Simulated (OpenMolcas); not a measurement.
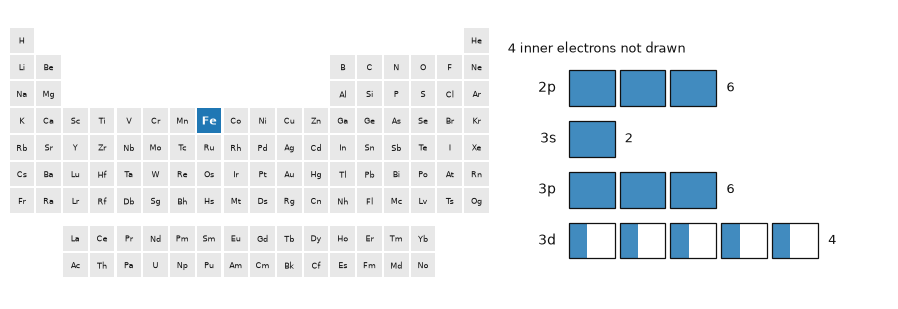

Left, the place of iron in the periodic table; right, the outer shells of the leading configuration of the lowest level: a box for each of the 2l + 1 orbitals, shaded by the share of the shell that is filled, with the electron count at the right.

## Multiconfigurational calculation for Fe⁴⁺ complex (part 1 of 2)

Fe⁴⁺ with 4 ligands (O; tetrahedron, 1.94 Å), neutralised by 4 outer point charges of +1 e, whose field is part of the energies. Computed at this level: state-averaged CASSCF, active space 4 electrons in the shell 3d, basis ANO-RCC-VTZP on the metal and ANO-RCC-VDZP on the ligands, DKH2 scalar Hamiltonian, spin-orbit coupling by RASSI with atomic mean-field integrals (OpenMolcas).

### Input file
```
&GATEWAY
Coord
5

Fe 0.0 0.0 0.0
O 1.120060 1.120060 1.120060
O 1.120060 -1.120060 -1.120060
O -1.120060 1.120060 -1.120060
O -1.120060 -1.120060 1.120060
Basis=Fe.ANO-RCC-VTZP,O.ANO-RCC-VDZP
Group=NoSym
NoMove
AngMom=0.0 0.0 0.0
AMFI
RICD
XField
4 Angstrom 0
2.736641 2.736641 2.736641 1.000000
2.736641 -2.736641 -2.736641 1.000000
-2.736641 2.736641 -2.736641 1.000000
-2.736641 -2.736641 2.736641 1.000000
&SEWARD
&RASSCF
FileOrb=start.orb
Symmetry=1
Spin=5
nActEl=4 0 0
Inactive=29
Ras2=5
CIRoot=5 5 1
SDav=5
CIMx=300
Iter=150 100
PrWF=0.3
OrbListing=Nothing
MaxOrb=0
LevShft=1.0
>>> COPY $Project.JobIph JOB001
&RASSCF
FileOrb=start.orb
Symmetry=1
Spin=3
nActEl=4 0 0
Inactive=29
Ras2=5
CIRoot=45 45 1
SDav=45
CIMx=300
Iter=150 100
PrWF=0.3
OrbListing=Nothing
MaxOrb=0
LevShft=1.0
>>> COPY $Project.JobIph JOB002
&RASSCF
FileOrb=start.orb
Symmetry=1
Spin=1
nActEl=4 0 0
Inactive=29
Ras2=5
CIRoot=50 50 1
SDav=50
CIMx=300
Iter=150 100
PrWF=0.3
OrbListing=Nothing
MaxOrb=0
LevShft=1.0
>>> COPY $Project.JobIph JOB003
&RASSI
NrOfJobIphs=3 5 45 50
1 2 3 4 5
1 2 3 4 5 6 7 8 9 10 11 12 13 14 15 16 17 18 19 20 21 22 23 24 25 26 27
28 29 30 31 32 33 34 35 36 37 38 39 40 41 42 43 44 45
1 2 3 4 5 6 7 8 9 10 11 12 13 14 15 16 17 18 19 20 21 22 23 24 25 26 27
28 29 30 31 32 33 34 35 36 37 38 39 40 41 42 43 44 45 46 47 48 49 50
IphNames
JOB001
JOB002
JOB003
EJob
SpinOrbit
DIPRint=1.0
SOCoupling=1000.0
Subsets=2
Property=9
'ANGMOM' 1 'ANGMOM' 2 'ANGMOM' 3 'MLTPL  1' 1 'MLTPL  1' 2 'MLTPL  1' 3
'AMFI' 1 'AMFI' 2 'AMFI' 3
SOProperty=3
'ANGMOM' 1 'ANGMOM' 2 'ANGMOM' 3
```

The file start.orb holds starting orbitals from an earlier step. A driver script formed the levels outside the program, from RASSI's spin-orbit matrix and the active-space energies, averaged over the components of each term or state.

Hardware: 1 thread of Arm Neoverse V1, 24 GiB of memory available, shared host.

Run as:
```bash
OMP_NUM_THREADS=1 MOLCAS_MEM=2457 MOLCAS_PROJECT=a pymolcas a.inp > a.log  # once for each step of the input, in one work folder
```

### The program's output (extracts)
```
--- SEWARD ---
Basis set label: FE.ANO-RCC...6S5P3D2F1G.

      Electronic valence basis set:
      ------------------
      Associated Effective Charge  26.000000 au
      Associated Actual Charge     26.000000 au
      Nuclear Model: Point charge

      Shell  nPrim  nBasis  Cartesian Spherical Contaminant
         s      21       6        X
         p      15       5        X
         d      10       3                 X
         f       6       2                 X
         g       4       1                 X
                  Relativistic Douglas-Kroll-Hess integrals:
                    - DKH order of Hamiltonian: 2
                    - DKH order of Properties : 0
                  Atomic mean-field integrals
--- RASSCF ---
Wave function specifications:
      -----------------------------

      Number of closed shell electrons          58
      Number of electrons in active shells       4
      Max number of holes in RAS1 space          0
      Max nr of electrons in RAS3 space          0
      Number of inactive orbitals               29
      Number of active orbitals                  5
      Number of secondary orbitals              81
      Spin quantum number                      2.0
      State symmetry                             1
Orbital specifications:
      -----------------------

      Symmetry species                           1
                                                 a
      Frozen orbitals                            0
      Inactive orbitals                         29
      Active orbitals                            5
      RAS1 orbitals                              0
      RAS2 orbitals                              5
      RAS3 orbitals                              0
      Secondary orbitals                        81
      Deleted orbitals                           0
      Number of basis functions                115
      Number of CSFs                             5
      Number of root(s) required                 5
      Iter CI   SX   CI       RASSCF       Energy    max ROT     max BLB   max BLB  Level Ln srch  Step   QN
          iter iter root      energy       change     param      element    value   shift minimum  type update
 Nr of preliminary CI iterations:   1
      Total energies have been shifted. Add                -1000.00 au
        1   1   11    0  -569.00687122    0.00E+00  -1.02E-01*   7  52 1 -5.93E-01*  2.05   0.00    SX    NO
        2   1   12    0  -570.82520157   -1.82E+00* -5.99E-02   12  81 1 -2.22E-01*  1.55   0.00    SX    NO
        3   1   13    0  -571.45439139   -6.29E-01* -4.49E-02    9  54 1  7.49E-02*  1.22   0.00    SX    NO
        4   1   13    0  -571.64491479   -1.91E-01* -3.13E-02    8  53 1  6.82E-02*  1.01   0.00    SX    NO
        5   1   13    0  -571.71001104   -6.51E-02* -2.38E-02    9  54 1  4.06E-02*  0.91   1.99    LS   YES
        6   1   14    0  -571.73187612   -2.19E-02* -1.89E-02   33  42 1 -3.46E-02*  0.86   1.29    QN   YES
        7   1   13    0  -571.74572204   -1.38E-02*  1.25E-02    7  52 1 -2.19E-02*  0.86   1.48    QN   YES
        8   1   12    0  -571.75108567   -5.36E-03*  6.96E-03   26 107 1 -1.15E-02*  0.86   1.52    QN   YES
        9   1   12    0  -571.75285944   -1.77E-03* -2.55E-03   11  80 1 -3.25E-03*  0.86   1.42    QN   YES
       10   1   11    0  -571.75341880   -5.59E-04* -2.25E-03    8  53 1  3.00E-03*  0.86   1.58    QN   YES
        ...
       19   1    7    0  -571.75392585   -6.82E-08* -2.45E-05   14  51 1  1.87E-05   0.86   1.48    QN   YES
       20   1    7    0  -571.75392587   -2.65E-08* -1.56E-05    8  53 1 -1.67E-05   0.86   1.54    QN   YES
       21   1    6    0  -571.75392589   -1.10E-08*  1.25E-05   14  76 1  1.26E-05   0.86   1.50    QN   YES
       22   1    5    0  -571.75392589   -4.37E-09   8.26E-06   14  76 1  7.35E-06   0.86   1.46    QN   YES
      Convergence after 22 iterations
       23   1    5    0  -571.75392589   -1.78E-09   8.26E-06    8  53 1  3.23E-06   0.86   1.46    QN   YES
      Natural orbitals and occupation numbers for root  1
      sym 1:   1.000000   0.000000   1.000000   1.000000   1.000000
      Natural orbitals and occupation numbers for root  2
      sym 1:   1.000000   1.000000   1.000000  -0.000000   1.000000
      Natural orbitals and occupation numbers for root  3
      sym 1:   1.000000   0.000000   1.000000   1.000000   1.000000
::    RASSCF root number  1 Total energy:  -1571.77313856
::    RASSCF root number  2 Total energy:  -1571.77313856
::    RASSCF root number  3 Total energy:  -1571.77313856
::    RASSCF root number  4 Total energy:  -1571.72510688
::    RASSCF root number  5 Total energy:  -1571.72510688
--- RASSCF ---
Wave function specifications:
      -----------------------------

      Number of closed shell electrons          58
      Number of electrons in active shells       4
      Max number of holes in RAS1 space          0
      Max nr of electrons in RAS3 space          0
      Number of inactive orbitals               29
      Number of active orbitals                  5
      Number of secondary orbitals              81
      Spin quantum number                      1.0
      State symmetry                             1
Orbital specifications:
      -----------------------

      Symmetry species                           1
                                                 a
      Frozen orbitals                            0
      Inactive orbitals                         29
      Active orbitals                            5
      RAS1 orbitals                              0
      RAS2 orbitals                              5
      RAS3 orbitals                              0
      Secondary orbitals                        81
      Deleted orbitals                           0
      Number of basis functions                115
      Number of CSFs                            45
      Number of root(s) required                45
      Iter CI   SX   CI       RASSCF       Energy    max ROT     max BLB   max BLB  Level Ln srch  Step   QN
          iter iter root      energy       change     param      element    value   shift minimum  type update
 Nr of preliminary CI iterations:   1
      Total energies have been shifted. Add                -1000.00 au
        1   1   12    0  -571.61734459    0.00E+00   1.14E-02   34  43 1 -2.08E-02*  0.88   0.00    SX    NO
        2   1   12    0  -571.62007525   -2.73E-03* -6.83E-03   34  43 1 -1.13E-02*  0.87   0.00    SX    NO
        3   1   12    0  -571.62107354   -9.98E-04* -4.99E-03   22  34 1  6.47E-03*  0.87   0.00    SX    NO
        4   1   11    0  -571.62150091   -4.27E-04* -3.32E-03   22  34 1  4.33E-03*  0.88   0.00    SX    NO
        5   1   11    0  -571.62169980   -1.99E-04* -4.86E-03   22  34 1  3.34E-03*  0.88   2.50    LS   YES
        6   1   10    0  -571.62186011   -1.60E-04* -2.57E-03   21  35 1  2.01E-03*  0.88   1.54    LS   YES
        7   1   10    0  -571.62188211   -2.20E-05* -1.20E-03   34  43 1  1.74E-03*  0.88   1.01    QN   YES
        8   1   10    0  -571.62189612   -1.40E-05*  9.42E-04   21  35 1  1.55E-03*  0.88   1.10    QN   YES
        9   1    9    0  -571.62190654   -1.04E-05* -8.48E-04   21  35 1  7.95E-04*  0.88   1.90    LS   YES
       10   1    9    0  -571.62190956   -3.02E-06*  2.98E-04   21  51 1  7.25E-04*  0.88   1.00    QN   YES
       11   1    9    0  -571.62191189   -2.32E-06*  4.46E-04   21  51 1  6.04E-04*  0.88   2.50    LS   YES
       12   1    9    0  -571.62191377   -1.88E-06*  5.63E-04   21  51 1  4.23E-04*  0.88   1.48    QN   YES
       13   1    8    0  -571.62191466   -8.95E-07* -2.59E-04   21  51 1  1.74E-04*  0.88   1.40    QN   YES
       14   1    8    0  -571.62191492   -2.58E-07* -8.90E-05   21  35 1 -1.09E-04*  0.88   1.48    QN   YES
       15   1    7    0  -571.62191500   -8.55E-08* -5.09E-05   21  35 1 -5.85E-05   0.88   1.38    QN   YES
       16   1    7    0  -571.62191503   -2.40E-08* -3.47E-05   21  51 1 -5.29E-05   0.88   1.47    QN   YES
       17   1    7    0  -571.62191504   -8.85E-09   2.61E-05   21  51 1 -3.80E-05   0.88   1.47    QN   YES
      Convergence after 17 iterations
       18   1    7    0  -571.62191504   -3.35E-09   2.61E-05   21  51 1 -2.02E-05   0.88   1.47    QN   YES
      Natural orbitals and occupation numbers for root  1
      sym 1:   0.082161   0.373472   1.598836   0.657330   1.288202
      Natural orbitals and occupation numbers for root  2
      sym 1:   0.083664   0.849792   1.072931   0.182488   1.811125
      Natural orbitals and occupation numbers for root  3
      sym 1:   0.755813   0.277402   1.704748   0.081485   1.180552
::    RASSCF root number  1 Total energy:  -1571.69785801
::    RASSCF root number  2 Total energy:  -1571.69785801
::    RASSCF root number  3 Total energy:  -1571.69785801
::    RASSCF root number  4 Total energy:  -1571.68866092
::    RASSCF root number  5 Total energy:  -1571.68866092
::    RASSCF root number  6 Total energy:  -1571.68866092
::    RASSCF root number  7 Total energy:  -1571.67655509
::    RASSCF root number  8 Total energy:  -1571.67655509
::    RASSCF root number  9 Total energy:  -1571.67655509
::    RASSCF root number 10 Total energy:  -1571.67311497
::    RASSCF root number 11 Total energy:  -1571.67311497
::    RASSCF root number 12 Total energy:  -1571.66648200
::    RASSCF root number 13 Total energy:  -1571.66648200
::    RASSCF root number 14 Total energy:  -1571.66648200
::    RASSCF root number 15 Total energy:  -1571.65972031
::    RASSCF root number 16 Total energy:  -1571.65972031
::    RASSCF root number 17 Total energy:  -1571.65972031
::    RASSCF root number 18 Total energy:  -1571.64586509
::    RASSCF root number 19 Total energy:  -1571.64586509
::    RASSCF root number 20 Total energy:  -1571.64586509
::    RASSCF root number 21 Total energy:  -1571.64477936
::    RASSCF root number 22 Total energy:  -1571.64176542
::    RASSCF root number 23 Total energy:  -1571.64176542
::    RASSCF root number 24 Total energy:  -1571.64176542
::    RASSCF root number 25 Total energy:  -1571.63379051
::    RASSCF root number 26 Total energy:  -1571.63379051
::    RASSCF root number 27 Total energy:  -1571.62069008
::    RASSCF root number 28 Total energy:  -1571.61905138
::    RASSCF root number 29 Total energy:  -1571.61905138
::    RASSCF root number 30 Total energy:  -1571.61905138
--- RASSCF ---
Wave function specifications:
      -----------------------------

      Number of closed shell electrons          58
      Number of electrons in active shells       4
      Max number of holes in RAS1 space          0
      Max nr of electrons in RAS3 space          0
      Number of inactive orbitals               29
      Number of active orbitals                  5
      Number of secondary orbitals              81
      Spin quantum number                      0.0
      State symmetry                             1
Orbital specifications:
      -----------------------

      Symmetry species                           1
                                                 a
      Frozen orbitals                            0
      Inactive orbitals                         29
      Active orbitals                            5
      RAS1 orbitals                              0
      RAS2 orbitals                              5
      RAS3 orbitals                              0
      Secondary orbitals                        81
      Deleted orbitals                           0
      Number of basis functions                115
      Number of CSFs                            50
      Number of root(s) required                50
      Iter CI   SX   CI       RASSCF       Energy    max ROT     max BLB   max BLB  Level Ln srch  Step   QN
          iter iter root      energy       change     param      element    value   shift minimum  type update
 Nr of preliminary CI iterations:   1
      Total energies have been shifted. Add                -1000.00 au
        1   1   12    0  -571.55819549    0.00E+00  -5.18E-03   34  43 1 -9.88E-03*  0.88   0.00    SX    NO
        2   1   12    0  -571.55886119   -6.66E-04*  3.18E-03   34  43 1 -5.80E-03*  0.89   0.00    SX    NO
        3   1   11    0  -571.55910736   -2.46E-04*  2.38E-03   23  34 1 -3.18E-03*  0.89   0.00    SX    NO
        4   1   11    0  -571.55921582   -1.08E-04* -1.53E-03   23  34 1 -2.05E-03*  0.89   0.00    SX    NO
        5   1   10    0  -571.55926773   -5.19E-05* -2.27E-03   23  34 1 -1.75E-03*  0.89   2.50    LS   YES
        6   1   10    0  -571.55930924   -4.15E-05*  2.41E-03   13  52 1 -1.31E-03*  0.89   1.48    QN   YES
        7   1   10    0  -571.55932196   -1.27E-05*  4.43E-04   13  52 1  1.21E-03*  0.89   0.84    QN   YES
        8   1    9    0  -571.55932627   -4.31E-06*  6.33E-04   21  35 1  4.77E-04*  0.89   1.63    QN   YES
        9   1    9    0  -571.55932947   -3.20E-06*  6.74E-04   13  52 1 -4.89E-04*  0.89   1.70    QN   YES
       10   1    9    0  -571.55933117   -1.70E-06*  3.75E-04   13  52 1 -3.58E-04*  0.89   1.39    QN   YES
       11   1    8    0  -571.55933169   -5.23E-07* -1.92E-04   21  51 1  1.92E-04*  0.89   1.54    QN   YES
       12   1    8    0  -571.55933190   -2.03E-07* -5.30E-05   21  35 1 -9.54E-05   0.89   1.37    QN   YES
       13   1    7    0  -571.55933194   -4.84E-08*  4.02E-05   13  52 1  4.50E-05   0.89   1.40    QN   YES
       14   1    7    0  -571.55933196   -1.34E-08* -2.45E-05   21  51 1 -3.72E-05   0.89   1.45    QN   YES
       15   1    6    0  -571.55933196   -5.15E-09   2.03E-05   21  51 1 -3.01E-05   0.89   1.67    QN   YES
      Convergence after 15 iterations
       16   1    6    0  -571.55933196   -2.35E-09   2.03E-05   21  51 1 -1.76E-05   0.89   1.67    QN   YES
      Natural orbitals and occupation numbers for root  1
      sym 1:   0.056692   0.056692   1.914962   0.056692   1.914962
      Natural orbitals and occupation numbers for root  2
      sym 1:   0.646210   0.045258   1.593891   0.380415   1.334226
      Natural orbitals and occupation numbers for root  3
      sym 1:   0.037705   0.792625   1.192280   0.242147   1.735242
::    RASSCF root number  1 Total energy:  -1571.67360484
::    RASSCF root number  2 Total energy:  -1571.65843866
::    RASSCF root number  3 Total energy:  -1571.65843865
::    RASSCF root number  4 Total energy:  -1571.65843865
::    RASSCF root number  5 Total energy:  -1571.64161644
::    RASSCF root number  6 Total energy:  -1571.64161644
::    RASSCF root number  7 Total energy:  -1571.64161644
::    RASSCF root number  8 Total energy:  -1571.63216447
::    RASSCF root number  9 Total energy:  -1571.63216447
::    RASSCF root number 10 Total energy:  -1571.62931915
::    RASSCF root number 11 Total energy:  -1571.61767190
::    RASSCF root number 12 Total energy:  -1571.61767190
::    RASSCF root number 13 Total energy:  -1571.61767190
::    RASSCF root number 14 Total energy:  -1571.61639353
::    RASSCF root number 15 Total energy:  -1571.61617418
::    RASSCF root number 16 Total energy:  -1571.61617418
::    RASSCF root number 17 Total energy:  -1571.61617418
::    RASSCF root number 18 Total energy:  -1571.59822158
::    RASSCF root number 19 Total energy:  -1571.59822158
::    RASSCF root number 20 Total energy:  -1571.59822158
::    RASSCF root number 21 Total energy:  -1571.59768320
::    RASSCF root number 22 Total energy:  -1571.59768320
::    RASSCF root number 23 Total energy:  -1571.59353941
::    RASSCF root number 24 Total energy:  -1571.59353941
::    RASSCF root number 25 Total energy:  -1571.59353941
::    RASSCF root number 26 Total energy:  -1571.57628396
::    RASSCF root number 27 Total energy:  -1571.57185017
::    RASSCF root number 28 Total energy:  -1571.57185017
::    RASSCF root number 29 Total energy:  -1571.56492427
::    RASSCF root number 30 Total energy:  -1571.55585894
```

(Continued in part 2.) Outcome of the run: converged.
